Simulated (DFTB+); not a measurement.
# Run report: C3H5P, frequency calculation (part 3 of 4)

C3H5P, SMILES C#CPC; DFTB2, R-SCC (DFTB+ 25.1). The geometry was optimised with DFTB2.

Geometry of the input (Å):
```
C  1.9943  0.7908  1.2000
C  1.1810  0.5650  0.3204
P  0.2452  0.1352  -1.1239
C  -1.1874  -0.8177  -0.3858
H  2.6492  1.0184  2.0224
H  -0.4233  1.3891  -1.3081
H  -0.8458  -1.7737  0.0295
H  -1.9259  -1.0425  -1.1650
H  -1.6990  -0.2664  0.4136
```

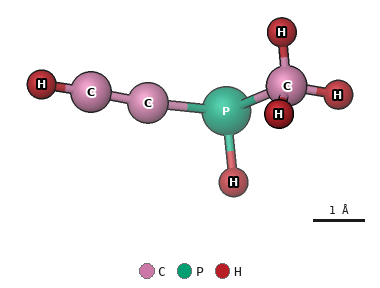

**Figure 1.** The structure (ball-and-stick view, seen at a tilt).

Output, continued:
```
Total Energy:                       -8.7684417700 H         -238.6014 eV
Extrapolated to 0K:                 -8.7684417700 H         -238.6014 eV
Total Mermin free energy:           -8.7684417700 H         -238.6014 eV
Force related energy:               -8.7684417700 H         -238.6014 eV

--------------------------------------------------------------------------------

***  Geometry step: 33

 iSCC Total electronic   Diff electronic      SCC error
    1   -0.90022120E+01    0.00000000E+00    0.29243312E-03
    2   -0.90022120E+01    0.70961959E-04    0.19351154E-03
    3   -0.90022120E+01   -0.23917064E-08    0.12716995E-04
    4   -0.90022120E+01   -0.18107560E-08    0.21573342E-05
    5   -0.90022120E+01   -0.38191672E-11    0.46674483E-06
    6   -0.90022120E+01   -0.36770587E-12    0.34849470E-07
    7   -0.90022120E+01   -0.17763568E-13    0.21410987E-07
    8   -0.90022120E+01    0.00000000E+00    0.10722649E-08
    9   -0.90022120E+01    0.35527137E-14    0.17970414E-09

Total Energy:                       -8.7684417633 H         -238.6014 eV
Extrapolated to 0K:                 -8.7684417633 H         -238.6014 eV
Total Mermin free energy:           -8.7684417633 H         -238.6014 eV
Force related energy:               -8.7684417633 H         -238.6014 eV

--------------------------------------------------------------------------------

***  Geometry step: 34

 iSCC Total electronic   Diff electronic      SCC error
    1   -0.90022422E+01    0.00000000E+00    0.12837359E-03
    2   -0.90022422E+01   -0.30253376E-04    0.85018375E-04
    3   -0.90022422E+01   -0.46493831E-09    0.58106836E-05
    4   -0.90022422E+01   -0.34467185E-09    0.28368082E-05
    5   -0.90022422E+01   -0.21778135E-11    0.63012088E-07
    6   -0.90022422E+01   -0.15099033E-12    0.19143209E-07
    7   -0.90022422E+01   -0.17763568E-14    0.65284351E-08
    8   -0.90022422E+01    0.17763568E-14    0.34828851E-09

Total Energy:                       -8.7684418357 H         -238.6014 eV
Extrapolated to 0K:                 -8.7684418357 H         -238.6014 eV
Total Mermin free energy:           -8.7684418357 H         -238.6014 eV
Force related energy:               -8.7684418357 H         -238.6014 eV

--------------------------------------------------------------------------------

***  Geometry step: 35

 iSCC Total electronic   Diff electronic      SCC error
    1   -0.90022527E+01    0.00000000E+00    0.36106005E-04
    2   -0.90022527E+01   -0.10421400E-04    0.23423868E-04
    3   -0.90022527E+01   -0.22174795E-09    0.10371327E-04
    4   -0.90022527E+01   -0.90524921E-10    0.10193946E-05
    5   -0.90022527E+01   -0.62811978E-11    0.15163544E-06
    6   -0.90022527E+01   -0.60396133E-13    0.15127102E-07
    7   -0.90022527E+01    0.00000000E+00    0.52185225E-08
    8   -0.90022527E+01    0.17763568E-14    0.42332193E-09

Total Energy:                       -8.7684418334 H         -238.6014 eV
Extrapolated to 0K:                 -8.7684418334 H         -238.6014 eV
Total Mermin free energy:           -8.7684418334 H         -238.6014 eV
Force related energy:               -8.7684418334 H         -238.6014 eV

--------------------------------------------------------------------------------

***  Geometry step: 36

 iSCC Total electronic   Diff electronic      SCC error
    1   -0.90022762E+01    0.00000000E+00    0.33255436E-04
    2   -0.90022762E+01   -0.23569226E-04    0.23401841E-04
    3   -0.90022762E+01   -0.90832231E-10    0.40107653E-05
    4   -0.90022762E+01   -0.62820860E-10    0.12779528E-05
    5   -0.90022762E+01   -0.13038459E-11    0.14516538E-06
    6   -0.90022762E+01   -0.14033219E-12    0.70703757E-08
    7   -0.90022762E+01   -0.17763568E-14    0.25106077E-08
    8   -0.90022762E+01    0.17763568E-14    0.89878849E-09

Total Energy:                       -8.7684418095 H         -238.6014 eV
Extrapolated to 0K:                 -8.7684418095 H         -238.6014 eV
Total Mermin free energy:           -8.7684418095 H         -238.6014 eV
Force related energy:               -8.7684418095 H         -238.6014 eV

--------------------------------------------------------------------------------

***  Geometry step: 37

 iSCC Total electronic   Diff electronic      SCC error
    1   -0.90022186E+01    0.00000000E+00    0.77823490E-04
    2   -0.90022186E+01    0.57602106E-04    0.48584671E-04
    3   -0.90022186E+01   -0.33192826E-09    0.10377104E-04
    4   -0.90022186E+01   -0.22708768E-09    0.27732335E-05
    5   -0.90022186E+01   -0.66862071E-11    0.69518614E-07
    6   -0.90022186E+01   -0.61639582E-12    0.13887992E-07
    7   -0.90022186E+01   -0.17763568E-14    0.78962996E-08
    8   -0.90022186E+01    0.17763568E-14    0.31436276E-09

Total Energy:                       -8.7684418110 H         -238.6014 eV
Extrapolated to 0K:                 -8.7684418110 H         -238.6014 eV
Total Mermin free energy:           -8.7684418110 H         -238.6014 eV
Force related energy:               -8.7684418110 H         -238.6014 eV

--------------------------------------------------------------------------------

***  Geometry step: 38

 iSCC Total electronic   Diff electronic      SCC error
    1   -0.90021669E+01    0.00000000E+00    0.70918223E-04
    2   -0.90021669E+01    0.51754221E-04    0.51065654E-04
    3   -0.90021669E+01   -0.12405010E-09    0.10887952E-04
    4   -0.90021669E+01   -0.82559737E-10    0.16383871E-05
    5   -0.90021669E+01   -0.74233952E-11    0.14745997E-06
    6   -0.90021669E+01   -0.29487524E-12    0.24526439E-07
    7   -0.90021669E+01   -0.71054274E-14    0.82852774E-08
    8   -0.90021669E+01    0.17763568E-14    0.71278217E-09

Total Energy:                       -8.7684417185 H         -238.6014 eV
Extrapolated to 0K:                 -8.7684417185 H         -238.6014 eV
Total Mermin free energy:           -8.7684417185 H         -238.6014 eV
Force related energy:               -8.7684417185 H         -238.6014 eV

--------------------------------------------------------------------------------

***  Geometry step: 39

 iSCC Total electronic   Diff electronic      SCC error
    1   -0.90023281E+01    0.00000000E+00    0.20196350E-03
    2   -0.90023281E+01   -0.16120736E-03    0.14536970E-03
    3   -0.90023281E+01   -0.67245942E-09    0.13842555E-04
    4   -0.90023281E+01   -0.61190519E-09    0.33193793E-05
    5   -0.90023281E+01   -0.16889601E-10    0.41777474E-06
    6   -0.90023281E+01   -0.12470025E-11    0.71036005E-07
    7   -0.90023281E+01   -0.12434498E-13    0.45204318E-07
    8   -0.90023281E+01    0.00000000E+00    0.20299789E-08
    9   -0.90023281E+01   -0.17763568E-14    0.20858737E-09

Total Energy:                       -8.7684417223 H         -238.6014 eV
Extrapolated to 0K:                 -8.7684417223 H         -238.6014 eV
Total Mermin free energy:           -8.7684417223 H         -238.6014 eV
Force related energy:               -8.7684417223 H         -238.6014 eV

--------------------------------------------------------------------------------

***  Geometry step: 40

 iSCC Total electronic   Diff electronic      SCC error
    1   -0.90022824E+01    0.00000000E+00    0.60285170E-04
    2   -0.90022824E+01    0.45634214E-04    0.43406242E-04
    3   -0.90022824E+01   -0.93381303E-10    0.48553750E-05
    4   -0.90022824E+01   -0.89615426E-10    0.87493440E-06
    5   -0.90022824E+01   -0.11617374E-11    0.90060220E-07
    6   -0.90022824E+01   -0.40856207E-13    0.79971066E-08
    7   -0.90022824E+01    0.00000000E+00    0.47343137E-08
    8   -0.90022824E+01    0.17763568E-14    0.20490487E-09

Total Energy:                       -8.7684418048 H         -238.6014 eV
Extrapolated to 0K:                 -8.7684418048 H         -238.6014 eV
Total Mermin free energy:           -8.7684418048 H         -238.6014 eV
Force related energy:               -8.7684418048 H         -238.6014 eV

--------------------------------------------------------------------------------

***  Geometry step: 41

 iSCC Total electronic   Diff electronic      SCC error
    1   -0.90022124E+01    0.00000000E+00    0.81451588E-04
    2   -0.90022124E+01    0.70030436E-04    0.58577683E-04
    3   -0.90022124E+01   -0.17666402E-09    0.81534656E-05
    4   -0.90022124E+01   -0.13978152E-09    0.30429179E-05
    5   -0.90022124E+01   -0.80948581E-11    0.25229517E-06
    6   -0.90022124E+01   -0.46540549E-12    0.18524801E-07
    7   -0.90022124E+01   -0.17763568E-14    0.99593755E-08
    8   -0.90022124E+01   -0.17763568E-14    0.62295769E-09

Total Energy:                       -8.7684418058 H         -238.6014 eV
Extrapolated to 0K:                 -8.7684418058 H         -238.6014 eV
Total Mermin free energy:           -8.7684418058 H         -238.6014 eV
Force related energy:               -8.7684418058 H         -238.6014 eV

--------------------------------------------------------------------------------

***  Geometry step: 42

 iSCC Total electronic   Diff electronic      SCC error
    1   -0.90021852E+01    0.00000000E+00    0.97234496E-04
    2   -0.90021852E+01    0.27241414E-04    0.69906239E-04
    3   -0.90021852E+01   -0.19196378E-09    0.49360528E-05
    4   -0.90021852E+01   -0.18202329E-09    0.15315823E-05
    5   -0.90021852E+01   -0.32152059E-11    0.15234279E-06
    6   -0.90021852E+01   -0.13322676E-12    0.23922105E-07
    7   -0.90021852E+01    0.00000000E+00    0.10609356E-07
    8   -0.90021852E+01    0.00000000E+00    0.21062851E-09

Total Energy:                       -8.7684417614 H         -238.6014 eV
Extrapolated to 0K:                 -8.7684417614 H         -238.6014 eV
Total Mermin free energy:           -8.7684417614 H         -238.6014 eV
Force related energy:               -8.7684417614 H         -238.6014 eV

--------------------------------------------------------------------------------

***  Geometry step: 43

 iSCC Total electronic   Diff electronic      SCC error
    1   -0.90023097E+01    0.00000000E+00    0.15749354E-03
    2   -0.90023097E+01   -0.12455670E-03    0.11362694E-03
    3   -0.90023097E+01   -0.35489833E-09    0.89708317E-05
    4   -0.90023097E+01   -0.35130299E-09    0.19611964E-05
    5   -0.90023097E+01   -0.55724314E-11    0.35069852E-06
    6   -0.90023097E+01   -0.38369308E-12    0.38669855E-07
    7   -0.90023097E+01   -0.88817842E-14    0.22616311E-07
    8   -0.90023097E+01    0.17763568E-14    0.22794755E-08
    9   -0.90023097E+01    0.00000000E+00    0.56737171E-10

Total Energy:                       -8.7684417640 H         -238.6014 eV
Extrapolated to 0K:                 -8.7684417640 H         -238.6014 eV
Total Mermin free energy:           -8.7684417640 H         -238.6014 eV
Force related energy:               -8.7684417640 H         -238.6014 eV

--------------------------------------------------------------------------------

***  Geometry step: 44

 iSCC Total electronic   Diff electronic      SCC error
    1   -0.90022285E+01    0.00000000E+00    0.10328598E-03
    2   -0.90022285E+01    0.81272476E-04    0.74554731E-04
    3   -0.90022285E+01   -0.14832402E-09    0.65827926E-05
    4   -0.90022285E+01   -0.14772006E-09    0.10273656E-05
    5   -0.90022285E+01   -0.24957814E-11    0.23177003E-06
    6   -0.90022285E+01   -0.14388490E-12    0.20962909E-07
    7   -0.90022285E+01   -0.53290705E-14    0.12230315E-07
    8   -0.90022285E+01    0.00000000E+00    0.14093214E-08
    9   -0.90022285E+01   -0.17763568E-14    0.14120483E-10

Total Energy:                       -8.7684418182 H         -238.6014 eV
Extrapolated to 0K:                 -8.7684418182 H         -238.6014 eV
Total Mermin free energy:           -8.7684418182 H         -238.6014 eV
Force related energy:               -8.7684418182 H         -238.6014 eV

--------------------------------------------------------------------------------

***  Geometry step: 45

 iSCC Total electronic   Diff electronic      SCC error
    1   -0.90022664E+01    0.00000000E+00    0.49022008E-04
    2   -0.90022664E+01   -0.37927552E-04    0.35461587E-04
    3   -0.90022664E+01   -0.80506268E-10    0.43481654E-05
    4   -0.90022664E+01   -0.78667739E-10    0.73406510E-06
    5   -0.90022664E+01   -0.14530599E-11    0.11056730E-06
    6   -0.90022664E+01   -0.44408921E-13    0.17629939E-07
    7   -0.90022664E+01    0.00000000E+00    0.59187931E-08
    8   -0.90022664E+01    0.00000000E+00    0.60263416E-09

Total Energy:                       -8.7684418210 H         -238.6014 eV
Extrapolated to 0K:                 -8.7684418210 H         -238.6014 eV
Total Mermin free energy:           -8.7684418210 H         -238.6014 eV
Force related energy:               -8.7684418210 H         -238.6014 eV

--------------------------------------------------------------------------------

***  Geometry step: 46

 iSCC Total electronic   Diff electronic      SCC error
    1   -0.90021817E+01    0.00000000E+00    0.10906776E-03
    2   -0.90021817E+01    0.84647943E-04    0.76457306E-04
    3   -0.90021817E+01   -0.21871926E-09    0.62727460E-05
    4   -0.90021817E+01   -0.20765611E-09    0.75225643E-06
    5   -0.90021817E+01   -0.29505287E-11    0.15932728E-06
    6   -0.90021817E+01   -0.55067062E-13    0.10014919E-07
    7   -0.90021817E+01   -0.17763568E-14    0.47667923E-08
    8   -0.90021817E+01    0.35527137E-14    0.76420159E-09

Total Energy:                       -8.7684417504 H         -238.6014 eV
Extrapolated to 0K:                 -8.7684417504 H         -238.6014 eV
Total Mermin free energy:           -8.7684417504 H         -238.6014 eV
Force related energy:               -8.7684417504 H         -238.6014 eV

--------------------------------------------------------------------------------

***  Geometry step: 47

 iSCC Total electronic   Diff electronic      SCC error
    1   -0.90023132E+01    0.00000000E+00    0.17710988E-03
    2   -0.90023132E+01   -0.13142888E-03    0.11993600E-03
    3   -0.90023132E+01   -0.66043171E-09    0.12069873E-04
    4   -0.90023132E+01   -0.58000005E-09    0.62566324E-06
    5   -0.90023132E+01   -0.10386358E-10    0.15349778E-06
    6   -0.90023132E+01   -0.79936058E-13    0.31193253E-07
    7   -0.90023132E+01   -0.35527137E-14    0.99949297E-08
    8   -0.90023132E+01   -0.17763568E-14    0.25636115E-09

Total Energy:                       -8.7684417570 H         -238.6014 eV
Extrapolated to 0K:                 -8.7684417570 H         -238.6014 eV
Total Mermin free energy:           -8.7684417570 H         -238.6014 eV
Force related energy:               -8.7684417570 H         -238.6014 eV

--------------------------------------------------------------------------------

***  Geometry step: 48

 iSCC Total electronic   Diff electronic      SCC error
    1   -0.90022046E+01    0.00000000E+00    0.13303445E-03
    2   -0.90022046E+01    0.10858949E-03    0.94168427E-04
    3   -0.90022046E+01   -0.20583713E-09    0.94151011E-05
    4   -0.90022046E+01   -0.17580426E-09    0.19006416E-05
    5   -0.90022046E+01   -0.71356254E-11    0.20898062E-06
    6   -0.90022046E+01   -0.37481129E-12    0.18462126E-07
    7   -0.90022046E+01    0.00000000E+00    0.10961026E-07
    8   -0.90022046E+01   -0.35527137E-14    0.14592596E-08
    9   -0.90022046E+01    0.00000000E+00    0.81634699E-11

Total Energy:                       -8.7684417966 H         -238.6014 eV
Extrapolated to 0K:                 -8.7684417966 H         -238.6014 eV
Total Mermin free energy:           -8.7684417966 H         -238.6014 eV
Force related energy:               -8.7684417966 H         -238.6014 eV

--------------------------------------------------------------------------------

***  Geometry step: 49

 iSCC Total electronic   Diff electronic      SCC error
    1   -0.90022903E+01    0.00000000E+00    0.12215159E-03
    2   -0.90022903E+01   -0.85713014E-04    0.88090320E-04
    3   -0.90022903E+01   -0.33959147E-09    0.18575385E-04
    4   -0.90022903E+01   -0.24470381E-09    0.50739840E-05
    5   -0.90022903E+01   -0.16612489E-10    0.25182466E-06
    6   -0.90022903E+01   -0.84909857E-12    0.36004246E-07
    7   -0.90022903E+01   -0.35527137E-14    0.21835545E-07
    8   -0.90022903E+01    0.00000000E+00    0.16511130E-08
    9   -0.90022903E+01    0.00000000E+00    0.11686385E-09

Total Energy:                       -8.7684417974 H         -238.6014 eV
Extrapolated to 0K:                 -8.7684417974 H         -238.6014 eV
Total Mermin free energy:           -8.7684417974 H         -238.6014 eV
Force related energy:               -8.7684417974 H         -238.6014 eV

--------------------------------------------------------------------------------

***  Geometry step: 50

 iSCC Total electronic   Diff electronic      SCC error
    1   -0.90022936E+01    0.00000000E+00    0.62818864E-04
    2   -0.90022936E+01   -0.33213997E-05    0.37093096E-04
    3   -0.90022936E+01   -0.19588597E-09    0.71072195E-05
    4   -0.90022936E+01   -0.10888179E-09    0.43285513E-05
    5   -0.90022936E+01   -0.53468341E-11    0.84404566E-07
    6   -0.90022936E+01   -0.24513724E-12    0.13404028E-07
    7   -0.90022936E+01    0.35527137E-14    0.49535643E-08
    8   -0.90022936E+01   -0.71054274E-14    0.49516879E-09

Total Energy:                       -8.7684417871 H         -238.6014 eV
Extrapolated to 0K:                 -8.7684417871 H         -238.6014 eV
Total Mermin free energy:           -8.7684417871 H         -238.6014 eV
Force related energy:               -8.7684417871 H         -238.6014 eV

--------------------------------------------------------------------------------

***  Geometry step: 51

 iSCC Total electronic   Diff electronic      SCC error
    1   -0.90022013E+01    0.00000000E+00    0.13219238E-03
    2   -0.90022013E+01    0.92360533E-04    0.86956251E-04
    3   -0.90022013E+01   -0.53839244E-09    0.10768394E-04
    4   -0.90022013E+01   -0.41741011E-09    0.25153838E-05
    5   -0.90022013E+01   -0.86632923E-11    0.27783618E-06
    6   -0.90022013E+01   -0.95745634E-12    0.26014773E-07
    7   -0.90022013E+01   -0.88817842E-14    0.14767139E-07
    8   -0.90022013E+01    0.17763568E-14    0.20906956E-08
    9   -0.90022013E+01    0.00000000E+00    0.31942771E-09

Total Energy:                       -8.7684417897 H         -238.6014 eV
Extrapolated to 0K:                 -8.7684417897 H         -238.6014 eV
Total Mermin free energy:           -8.7684417897 H         -238.6014 eV
Force related energy:               -8.7684417897 H         -238.6014 eV

--------------------------------------------------------------------------------

***  Geometry step: 52

 iSCC Total electronic   Diff electronic      SCC error
    1   -0.90023144E+01    0.00000000E+00    0.14155098E-03
    2   -0.90023144E+01   -0.11316902E-03    0.98842343E-04
    3   -0.90023144E+01   -0.39792347E-09    0.59860555E-05
    4   -0.90023144E+01   -0.35216452E-09    0.10731754E-05
    5   -0.90023144E+01   -0.75868201E-11    0.25458178E-06
    6   -0.90023144E+01   -0.11723955E-12    0.40856716E-07
    7   -0.90023144E+01   -0.10658141E-13    0.23715049E-07
    8   -0.90023144E+01    0.53290705E-14    0.27747245E-08
    9   -0.90023144E+01   -0.35527137E-14    0.31422420E-09

Total Energy:                       -8.7684417551 H         -238.6014 eV
Extrapolated to 0K:                 -8.7684417551 H         -238.6014 eV
Total Mermin free energy:           -8.7684417551 H         -238.6014 eV
Force related energy:               -8.7684417551 H         -238.6014 eV

--------------------------------------------------------------------------------

***  Geometry step: 53

 iSCC Total electronic   Diff electronic      SCC error
    1   -0.90021805E+01    0.00000000E+00    0.16629068E-03
    2   -0.90021805E+01    0.13393550E-03    0.11974779E-03
    3   -0.90021805E+01   -0.46488680E-09    0.13808589E-04
    4   -0.90021805E+01   -0.41575099E-09    0.44239347E-05
    5   -0.90021805E+01   -0.13715251E-10    0.41647885E-06
    6   -0.90021805E+01   -0.93436370E-12    0.51562299E-07
    7   -0.90021805E+01   -0.88817842E-14    0.31723714E-07
    8   -0.90021805E+01    0.00000000E+00    0.26855241E-08
    9   -0.90021805E+01   -0.17763568E-14    0.12082202E-09

Total Energy:                       -8.7684417506 H         -238.6014 eV
Extrapolated to 0K:                 -8.7684417506 H         -238.6014 eV
Total Mermin free energy:           -8.7684417506 H         -238.6014 eV
Force related energy:               -8.7684417506 H         -238.6014 eV

Second derivatives completed
Hessian matrix written to hessian.out
Born charges matrix written to born.out

--------------------------------------------------------------------------------
--------------------------------------------------------------------------------
SCC                                    +       0.17 ( 90.3%)       2.20 ( 99.0%)
Post-SCC processing                    +       0.01 (  7.1%)       0.02 (  0.7%)
--------------------------------------------------------------------------------
Missing                                +       0.00 (  2.6%)       0.01 (  0.3%)
Total                                  =       0.19 (100.0%)       2.22 (100.0%)
--------------------------------------------------------------------------------
```
